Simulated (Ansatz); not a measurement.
## CH₄O: geometry relaxation (part 1 of 2)

System: CH₄O (disordered cell, 36 atoms in the cell).
Method: DFT PBE-D3(BJ), scalar-relativistic, plane waves, PAW, no spin polarisation (Ansatz 0.2.0).

It belongs to a series of runs on one base structure; here: start relaxed. Figures and captions count atoms from 1; the log counts them from 0 in places.

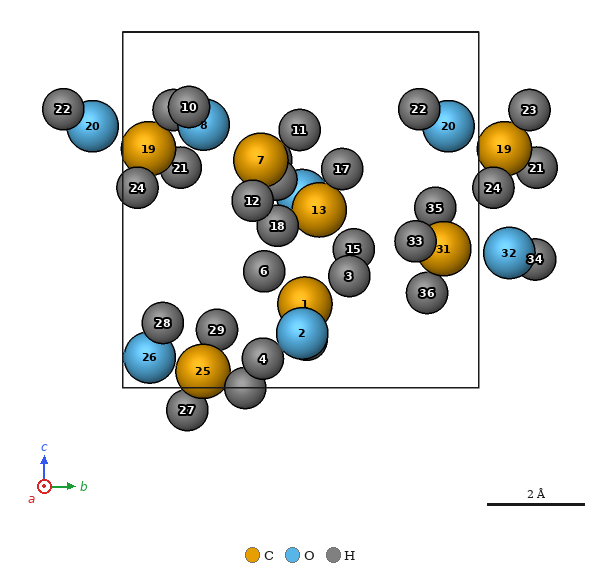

*The structure as given in the input (spheres-only view of the cell of the calculation, along the a axis; atoms are numbered from 1 in the order of the input).*

### Input
```yaml
accuracy: low
crystal:
  lattice:
    - [7.380323, 0.0, 0.0]
    - [0.0, 7.380323, 0.0]
    - [0.0, 0.0, 7.380323]
  atoms:
    - { symbol: C, position: [0.6191141, 0.5114276, 0.235549] }
    - { symbol: O, position: [0.7932417, 0.5038887, 0.1531152] }
    - { symbol: H, position: [0.6159866, 0.6362516, 0.3143089] }
    - { symbol: H, position: [0.7984094, 0.3933066, 0.082271] }
    - { symbol: H, position: [0.5094723, 0.5160934, 0.1353512] }
    - { symbol: H, position: [0.5952329, 0.3970711, 0.3273912] }
    - { symbol: C, position: [0.7051602, 0.3876779, 0.6395191] }
    - { symbol: O, position: [0.6706002, 0.2267237, 0.739878] }
    - { symbol: H, position: [0.5749979, 0.4313688, 0.5852711] }
    - { symbol: H, position: [0.7853269, 0.185836, 0.7892744] }
    - { symbol: H, position: [0.7597452, 0.4965588, 0.7246549] }
    - { symbol: H, position: [0.7981914, 0.3644345, 0.5259954] }
    - { symbol: C, position: [0.2992358, 0.5515914, 0.5001651] }
    - { symbol: O, position: [0.1172322, 0.5033923, 0.5416873] }
    - { symbol: H, position: [0.2920396, 0.6486988, 0.3892041] }
    - { symbol: H, position: [0.1210931, 0.4167811, 0.6404679] }
    - { symbol: H, position: [0.3680422, 0.6161427, 0.6149758] }
    - { symbol: H, position: [0.3796833, 0.4348726, 0.4555826] }
    - { symbol: C, position: [0.2907383, 0.0719903, 0.671909] }
    - { symbol: O, position: [0.1986573, -0.085133, 0.7352015] }
    - { symbol: H, position: [0.186731, 0.1623814, 0.6189386] }
    - { symbol: H, position: [0.2894424, -0.167301, 0.7829564] }
    - { symbol: H, position: [0.3634615, 0.1423681, 0.7807253] }
    - { symbol: H, position: [0.3864743, 0.0410005, 0.5625612] }
    - { symbol: C, position: [0.1676408, 0.225074, 0.0464446] }
    - { symbol: O, position: [0.2825968, 0.0753287, 0.0856115] }
    - { symbol: H, position: [0.0779982, 0.1810941, -0.0622933] }
    - { symbol: H, position: [0.3635211, 0.1121905, 0.1823921] }
    - { symbol: H, position: [0.0844886, 0.2643429, 0.1631766] }
    - { symbol: H, position: [0.2437474, 0.343851, -0.0002727] }
    - { symbol: C, position: [0.8572498, 0.901596, 0.3911326] }
    - { symbol: O, position: [0.9131444, 1.0857262, 0.3791153] }
    - { symbol: H, position: [0.9800817, 0.8223209, 0.4116688] }
    - { symbol: H, position: [0.8051996, 1.1584279, 0.3607736] }
    - { symbol: H, position: [0.765969, 0.8777801, 0.5059511] }
    - { symbol: H, position: [0.7909884, 0.8545711, 0.2667108] }
basis:
  ecutwfc: 420.0
kpoints:
  mp_grid: { grid: [1, 1, 1] }
hamiltonian:
  xc: pbe
  dispersion: d3bj
scf:
  occupations: { method: fermi_dirac, width: 0.02 }
  lower_state_search: "off"
relax:
  f_tol: 0.3
  max_steps: 15
  adjacent_minimum: "off"
```

Run as:
```bash
ansatz run input.yaml --threads 1 --pin off --max-ram 3072MiB --backend cpu --events-out ev --progress --plain --runs-dir out
```

### Output
```
Engine: ansatz 0.2.0, x86_64-unknown-linux-gnu
Pseudopotentials: kind: paw
Pseudopotential: C, paw, valence charge 4, recommended cutoff 420 eV (normal), C.paw.azcp
Pseudopotential: O, paw, valence charge 6, recommended cutoff 420 eV (normal), O.paw.azcp
Pseudopotential: H, paw, valence charge 1, recommended cutoff 420 eV (normal), H.paw.azcp
Functional definition: PBE
  parameter kappa = 0.804
  parameter beta = 0.06672455060314922
  exchange = pbe_x(kappa = kappa, mu = beta*pi^2/3)
  correlation = pbe_c(beta = beta)
Crystal: 36 atoms, lattice volume = 402.000 Å³
Basis set: ecut = 420 eV, 7881 PW (Γ), exchange–correlation on 100×100×100 points (8 copies of the dense FFT grid, shifted against one another)
Bands: 78, of which v1, the nominal top of the filled ones, is band 42 counted from 1 (41 counted from 0)
Symmetry: 1 space group operations
Space group: P1 (ITA 1), of the structure as read, at distance tolerance 7.4e-5 Å
k-points: 1
Non-local potential: C, projectors of the file, l = 0: 2, l = 1: 2, l = 2: 1
Non-local potential: O, projectors of the file, l = 0: 2, l = 1: 2, l = 2: 1
Non-local potential: H, projectors of the file, l = 0: 2, l = 1: 1
PAW form: soft (Blöchl's): semilocal exchange-correlation on the pseudo side does not see the compensation charge
PAW one-centre angular grid: C, 110 points (default); XC on 64 Gauss nodes
PAW one-centre angular grid: O, 110 points (default); XC on 64 Gauss nodes
PAW one-centre angular grid: H, 110 points (default); XC on 64 Gauss nodes
Initial density: superposition of atomic densities (neutral atoms: chi_scale 0, normalization atom), corrected by the library's trained network
Initial wavefunctions: pseudopotential atomic-orbital guess
Functional: x = pbe(κ = 0.804, μ = 0.2195149727645171), c = pbe(β = 0.06672455060314922)
SCF iter   1: F=—  HF=-5292.170158 eV  |F-HF|=—  |Δ(HF+E_count)|=         —  Δρ=4.68e-3  dr2=1.09e-1  ethr=1.77e-3  ⟨swp⟩=6.0  Hψ=364  notcnv=0  defer=11
preconditioner: auto → Resta (q_TF=auto, 2.102 Å⁻¹)  ε∞=2.1  [insulator: Δε(μ)=4.371 eV  Ē_g=16.239 eV  σ=0.020 eV  W_gap=1.00  n_scr=80 (ndim 8)  ℏωp=17.0 eV  f_vac=0.294  D(μ)=0.00/eV (n_scr^D=0)  ε∞_Penn≈2.1]
SCF iter   2: F=—  HF=-5292.145590 eV  |F-HF|=—  |Δ(HF+E_count)|=   2.46e-2  Δρ=2.43e-3  dr2=2.32e-2  ethr=1.30e-4  ⟨swp⟩=3.0  Hψ=137  notcnv=0  defer=31
SCF iter   3: F=—  HF=-5292.144376 eV  |F-HF|=—  |Δ(HF+E_count)|=   1.21e-3  Δρ=1.01e-3  dr2=6.52e-3  ethr=2.76e-5  ⟨swp⟩=2.0  Hψ=89  notcnv=0  defer=31
SCF iter   4: F=—  HF=-5292.143782 eV  |F-HF|=—  |Δ(HF+E_count)|=   5.94e-4  Δρ=2.92e-4  dr2=4.37e-4  ethr=7.77e-6  ⟨swp⟩=2.0  Hψ=82  notcnv=0  defer=31
SCF iter   5: F=—  HF=-5292.143761 eV  |F-HF|=—  |Δ(HF+E_count)|=   2.09e-5  Δρ=1.08e-4  dr2=4.68e-5  ethr=5.21e-7  ⟨swp⟩=2.0  Hψ=84  notcnv=0  defer=31
SCF iter   6: F=-5292.143753 eV  HF=-5292.143754 eV  |F-HF|=9.27e-7  |Δ(HF+E_count)|=   7.15e-6  Δρ=2.55e-5  dr2=2.18e-6  ethr=5.58e-8  ⟨swp⟩=4.0  Hψ=184  notcnv=0
SCF 1 converged in 6 iterations: F = -5292.143753 eV  dr2 = 2.18e-6
  greatest PAW one-centre occupation: 0.866 electrons in one spin orbital (limit 2), on the O atom at site 13 (counted from 0), in its partial waves of l = 0
relax step   1: F+E_penalty+E_count = -5292.14375338 eV  Δ(F+E_penalty+E_count) = +0.000e0 eV  max|allowed force component| = 6.545e-1 eV/Å  Δτ_max = 0.0000 Å  (6 SCF iters, dr2 threshold 1.00e-4 eV, accepted)
Initial density: handed on by an earlier stage of this run
Initial wavefunctions: those handed on with the density
iter 1 solved again at ethr=1.76e-3 eV; its pass at ethr=3.10e-3 eV (dr2=1.48e0 eV) is discarded
SCF iter   1: F=—  HF=-5292.816248 eV  |F-HF|=—  |Δ(HF+E_count)|=         —  Δρ=3.16e-2  dr2=1.55e0  ethr=1.76e-3  ⟨swp⟩=1.0  Hψ=325  notcnv=0  defer=23
preconditioner: auto → Resta (q_TF=auto, 2.102 Å⁻¹)  ε∞=2.1  [insulator: Δε(μ)=4.198 eV  Ē_g=16.134 eV  σ=0.020 eV  W_gap=1.00  n_scr=80 (ndim 8)  ℏωp=17.0 eV  f_vac=0.288  D(μ)=0.00/eV (n_scr^D=0)  ε∞_Penn≈2.1]
SCF iter   2: F=—  HF=-5292.559374 eV  |F-HF|=—  |Δ(HF+E_count)|=   2.57e-1  Δρ=1.47e-2  dr2=2.91e-1  ethr=1.76e-3  ⟨swp⟩=2.0  Hψ=76  notcnv=0  defer=23
SCF iter   3: F=—  HF=-5292.557445 eV  |F-HF|=—  |Δ(HF+E_count)|=   1.93e-3  Δρ=3.24e-3  dr2=2.82e-2  ethr=3.46e-4  ⟨swp⟩=2.0  Hψ=88  notcnv=0  defer=31
SCF iter   4: F=—  HF=-5292.552029 eV  |F-HF|=—  |Δ(HF+E_count)|=   5.42e-3  Δρ=1.02e-3  dr2=2.49e-3  ethr=3.36e-5  ⟨swp⟩=2.0  Hψ=137  notcnv=0  defer=31
SCF iter   5: F=—  HF=-5292.552131 eV  |F-HF|=—  |Δ(HF+E_count)|=   1.03e-4  Δρ=2.71e-4  dr2=2.36e-4  ethr=2.96e-6  ⟨swp⟩=2.0  Hψ=87  notcnv=0  defer=31
SCF iter   6: F=—  HF=-5292.552171 eV  |F-HF|=—  |Δ(HF+E_count)|=   3.94e-5  Δρ=5.92e-5  dr2=1.52e-5  ethr=2.81e-7  ⟨swp⟩=2.0  Hψ=81  notcnv=0  defer=31
SCF iter   7: F=—  HF=-5292.552233 eV  |F-HF|=—  |Δ(HF+E_count)|=   6.21e-5  Δρ=3.64e-5  dr2=4.46e-6  ethr=1.81e-8  ⟨swp⟩=2.0  Hψ=89  notcnv=0  defer=31
SCF iter   8: F=—  HF=-5292.552233 eV  |F-HF|=—  |Δ(HF+E_count)|=   1.71e-7  Δρ=1.33e-5  dr2=5.94e-7  ethr=5.31e-9  ⟨swp⟩=2.0  Hψ=89  notcnv=0  defer=31
SCF iter   9: F=-5292.552233 eV  HF=-5292.552233 eV  |F-HF|=3.67e-9  |Δ(HF+E_count)|=   4.71e-8  Δρ=2.60e-6  dr2=2.69e-8  ethr=1.19e-10  ⟨swp⟩=5.0  Hψ=225  notcnv=0
SCF 2 converged in 9 iterations: F = -5292.552233 eV  dr2 = 2.69e-8
relax step   2: F+E_penalty+E_count = -5292.55223280 eV  Δ(F+E_penalty+E_count) = -4.085e-1 eV  max|allowed force component| = 4.829e-1 eV/Å  Δτ_max = 0.1953 Å  (9 SCF iters, accepted)
iter 1 solved again at ethr=9.26e-4 eV; its pass at ethr=3.10e-3 eV (dr2=7.78e-1 eV) is discarded
SCF iter   1: F=—  HF=-5292.838033 eV  |F-HF|=—  |Δ(HF+E_count)|=         —  Δρ=2.41e-2  dr2=8.14e-1  ethr=9.26e-4  ⟨swp⟩=1.0  Hψ=290  notcnv=0  defer=30
preconditioner: auto → Resta (q_TF=auto, 2.102 Å⁻¹)  ε∞=2.1  [insulator: Δε(μ)=4.372 eV  Ē_g=16.106 eV  σ=0.020 eV  W_gap=1.00  n_scr=80 (ndim 8)  ℏωp=17.0 eV  f_vac=0.288  D(μ)=0.00/eV (n_scr^D=0)  ε∞_Penn≈2.1]
SCF iter   2: F=—  HF=-5292.720210 eV  |F-HF|=—  |Δ(HF+E_count)|=   1.18e-1  Δρ=1.15e-2  dr2=1.67e-1  ethr=9.26e-4  ⟨swp⟩=2.0  Hψ=73  notcnv=0  defer=30
SCF iter   3: F=—  HF=-5292.718323 eV  |F-HF|=—  |Δ(HF+E_count)|=   1.89e-3  Δρ=2.38e-3  dr2=1.59e-2  ethr=1.99e-4  ⟨swp⟩=2.0  Hψ=84  notcnv=0  defer=32
SCF iter   4: F=—  HF=-5292.715079 eV  |F-HF|=—  |Δ(HF+E_count)|=   3.24e-3  Δρ=7.00e-4  dr2=1.26e-3  ethr=1.89e-5  ⟨swp⟩=2.0  Hψ=91  notcnv=0  defer=32
SCF iter   5: F=—  HF=-5292.715048 eV  |F-HF|=—  |Δ(HF+E_count)|=   3.10e-5  Δρ=2.04e-4  dr2=1.41e-4  ethr=1.50e-6  ⟨swp⟩=2.0  Hψ=85  notcnv=0  defer=32
SCF iter   6: F=—  HF=-5292.715046 eV  |F-HF|=—  |Δ(HF+E_count)|=   1.63e-6  Δρ=4.78e-5  dr2=1.05e-5  ethr=1.68e-7  ⟨swp⟩=2.0  Hψ=122  notcnv=0  defer=32
[...]
relax step   3: F+E_penalty+E_count = -5292.71514485 eV  Δ(F+E_penalty+E_count) = -1.629e-1 eV  max|allowed force component| = 6.563e-1 eV/Å  Δτ_max = 0.2000 Å  (9 SCF iters, accepted)
preconditioner: auto → Resta (q_TF=auto, 2.102 Å⁻¹)  ε∞=2.1  [insulator: Δε(μ)=4.459 eV  Ē_g=16.064 eV  σ=0.020 eV  W_gap=1.00  n_scr=80 (ndim 8)  ℏωp=17.0 eV  f_vac=0.284  D(μ)=0.00/eV (n_scr^D=0)  ε∞_Penn≈2.1]
relax step   4: F+E_penalty+E_count = -5292.87812185 eV  Δ(F+E_penalty+E_count) = -1.630e-1 eV  max|allowed force component| = 1.130e0 eV/Å  Δτ_max = 0.1940 Å  (6 SCF iters, dr2 threshold 1.00e-4 eV, accepted)
preconditioner: auto → Resta (q_TF=auto, 2.102 Å⁻¹)  ε∞=2.1  [insulator: Δε(μ)=4.582 eV  Ē_g=16.071 eV  σ=0.020 eV  W_gap=1.00  n_scr=80 (ndim 8)  ℏωp=17.0 eV  f_vac=0.284  D(μ)=0.00/eV (n_scr^D=0)  ε∞_Penn≈2.1]
relax step   5: F+E_penalty+E_count = -5293.05800118 eV  Δ(F+E_penalty+E_count) = -1.799e-1 eV  max|allowed force component| = 1.454e0 eV/Å  Δτ_max = 0.1934 Å  (6 SCF iters, dr2 threshold 1.00e-4 eV, accepted)
preconditioner: auto → Resta (q_TF=auto, 2.102 Å⁻¹)  ε∞=2.1  [insulator: Δε(μ)=4.652 eV  Ē_g=16.115 eV  σ=0.020 eV  W_gap=1.00  n_scr=80 (ndim 8)  ℏωp=17.0 eV  f_vac=0.286  D(μ)=0.00/eV (n_scr^D=0)  ε∞_Penn≈2.1]
  greatest PAW one-centre occupation: 0.865 electrons in one spin orbital (limit 2), on the O atom at site 13 (counted from 0), in its partial waves of l = 0
relax step   6: F+E_penalty+E_count = -5293.22012989 eV  Δ(F+E_penalty+E_count) = -1.621e-1 eV  max|allowed force component| = 7.936e-1 eV/Å  Δτ_max = 0.1944 Å  (6 SCF iters, dr2 threshold 1.00e-4 eV, accepted)
preconditioner: auto → Resta (q_TF=auto, 2.102 Å⁻¹)  ε∞=2.1  [insulator: Δε(μ)=4.724 eV  Ē_g=16.131 eV  σ=0.020 eV  W_gap=1.00  n_scr=80 (ndim 8)  ℏωp=17.0 eV  f_vac=0.288  D(μ)=0.00/eV (n_scr^D=0)  ε∞_Penn≈2.1]
relax step   7: F+E_penalty+E_count = -5293.36722206 eV  Δ(F+E_penalty+E_count) = -1.471e-1 eV  max|allowed force component| = 7.092e-1 eV/Å  Δτ_max = 0.1934 Å  (5 SCF iters, dr2 threshold 1.00e-4 eV, accepted)
preconditioner: auto → Resta (q_TF=auto, 2.102 Å⁻¹)  ε∞=2.1  [insulator: Δε(μ)=4.717 eV  Ē_g=16.186 eV  σ=0.020 eV  W_gap=1.00  n_scr=80 (ndim 8)  ℏωp=17.0 eV  f_vac=0.291  D(μ)=0.00/eV (n_scr^D=0)  ε∞_Penn≈2.1]
relax step   8: F+E_penalty+E_count = -5293.49621826 eV  Δ(F+E_penalty+E_count) = -1.290e-1 eV  max|allowed force component| = 5.317e-1 eV/Å  Δτ_max = 0.1948 Å  (5 SCF iters, dr2 threshold 1.00e-4 eV, accepted)
preconditioner: auto → Resta (q_TF=auto, 2.102 Å⁻¹)  ε∞=2.1  [insulator: Δε(μ)=4.663 eV  Ē_g=16.218 eV  σ=0.020 eV  W_gap=1.00  n_scr=80 (ndim 8)  ℏωp=17.0 eV  f_vac=0.298  D(μ)=0.00/eV (n_scr^D=0)  ε∞_Penn≈2.1]
relax step   9: F+E_penalty+E_count = -5293.60364702 eV  Δ(F+E_penalty+E_count) = -1.074e-1 eV  max|allowed force component| = 3.581e-1 eV/Å  Δτ_max = 0.2000 Å  (6 SCF iters, dr2 threshold 1.00e-4 eV, accepted)
preconditioner: auto → Resta (q_TF=auto, 2.102 Å⁻¹)  ε∞=2.1  [insulator: Δε(μ)=4.638 eV  Ē_g=16.214 eV  σ=0.020 eV  W_gap=1.00  n_scr=80 (ndim 8)  ℏωp=17.0 eV  f_vac=0.297  D(μ)=0.00/eV (n_scr^D=0)  ε∞_Penn≈2.1]
relax step  10: F+E_penalty+E_count = -5293.68765834 eV  Δ(F+E_penalty+E_count) = -8.401e-2 eV  max|allowed force component| = 4.047e-1 eV/Å  Δτ_max = 0.1942 Å  (9 SCF iters, accepted)
preconditioner: auto → Resta (q_TF=auto, 2.102 Å⁻¹)  ε∞=2.1  [insulator: Δε(μ)=4.638 eV  Ē_g=16.247 eV  σ=0.020 eV  W_gap=1.00  n_scr=80 (ndim 8)  ℏωp=17.0 eV  f_vac=0.298  D(μ)=0.00/eV (n_scr^D=0)  ε∞_Penn≈2.1]
  greatest PAW one-centre occupation: 0.864 electrons in one spin orbital (limit 2), on the O atom at site 13 (counted from 0), in its partial waves of l = 0
relax step  11: F+E_penalty+E_count = -5293.74986612 eV  Δ(F+E_penalty+E_count) = -6.221e-2 eV  max|allowed force component| = 1.991e-1 eV/Å  Δτ_max = 0.2000 Å  (9 SCF iters, accepted)
```

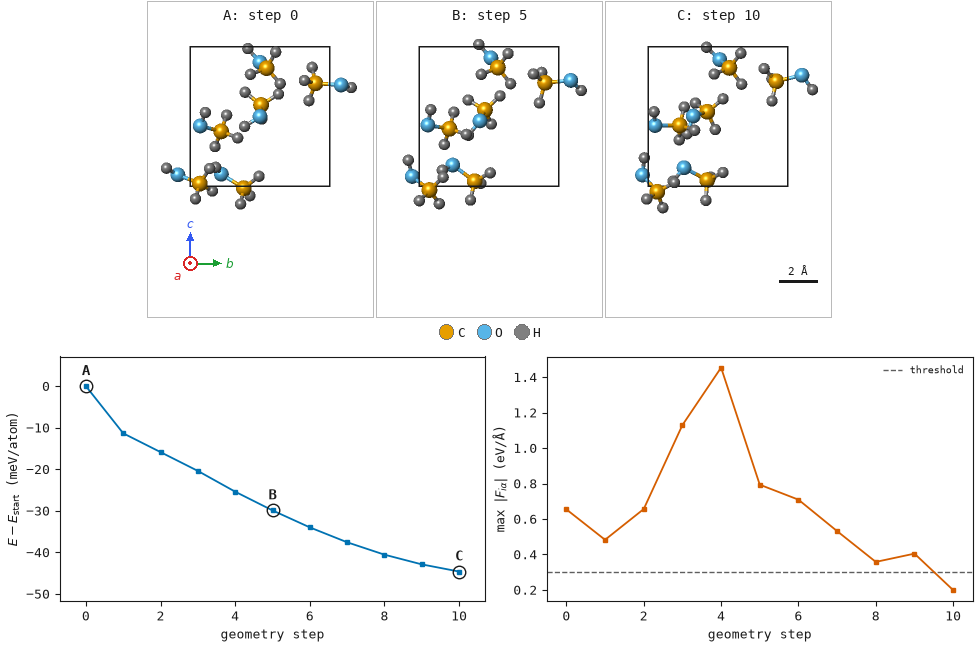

*Frames of the relaxation (ball-and-stick view of the cell of the calculation (origin shifted), along the a axis) above the curves, on which the letters mark them (the first geometry is step 0 here and step 1 in the log).*

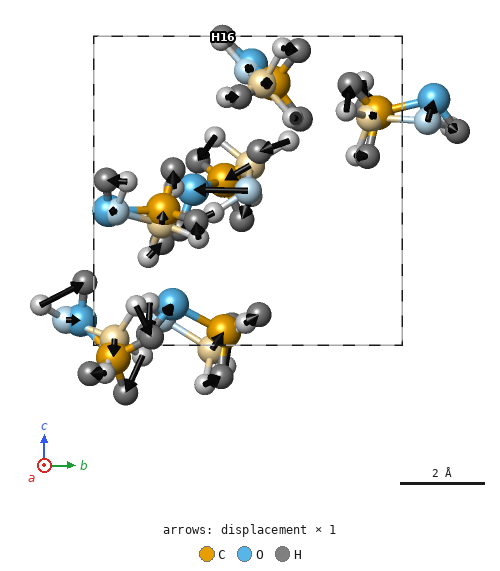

*Start (faint) and end (solid) with the displacements as black arrows, at true length (ball-and-stick view of the cell of the calculation (origin shifted), along the a axis).*

After 10 geometry steps the energy has fallen by 44.6 meV per atom. Largest force component: 0.65 eV/Å at the start, 0.2 eV/Å at the end. O2 moves most: 1.31 Å. By element the largest moves are O 1.31 Å, H 1.22 Å, C 0.72 Å. The lattice vectors keep their values. Among the contacts that change: O2–H4 0.970 → 0.993 Å, C25–O26 1.423 → 1.440 Å, O20–H22 0.970 → 0.984 Å, C19–H24 1.097 → 1.109 Å. Among the angles that change: O8–C7–H9 106.3° → 109.3°, O32–C31–H33 106.3° → 108.4°, O8–C7–H11 112.3° → 110.2°. (Atoms are counted from 1 in the order of the input.)
